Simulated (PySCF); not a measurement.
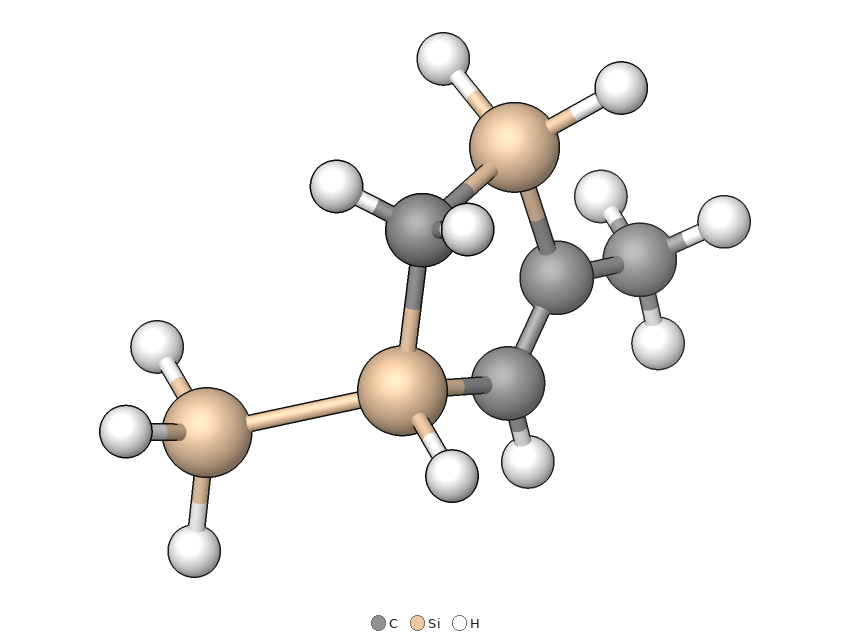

The geometry was computed by an optimisation with GFN2-xTB. No frequency run is at hand to confirm it as a minimum.

Give the structural formula.

SMILES: CC1=C[Si@H]([SiH3])C[SiH2]1

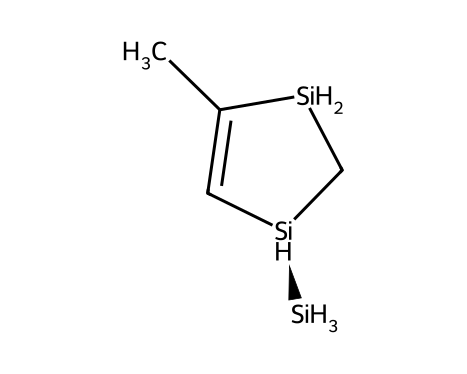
